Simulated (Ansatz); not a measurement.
The reference is SiO$_{2}$ (space group P4_12_12, No. 92; a = 5.083 Å, c = 7.098 Å).

Now apply this change: a hydrostatic pressure of 4.2 GPa.

Calculations: DFT with PBE, PAW potentials and a 420 eV plane-wave cutoff in Ansatz (a program for electronic structure), spin-orbit coupling left out, earlier PAW set.

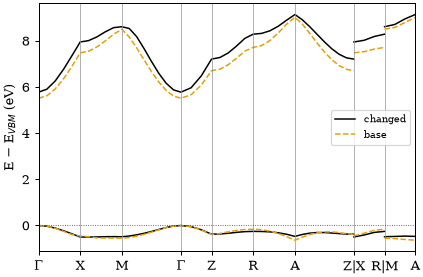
Highest valence and lowest conduction band along the path, each from its own valence-band maximum

Problem. From the figure, how large is the changed gap, and is it direct?

Solution. About 5.8 eV, direct at Γ.

Load acts through the strain it causes; cell and atoms are relaxed under it. No phonon test of stability was made.
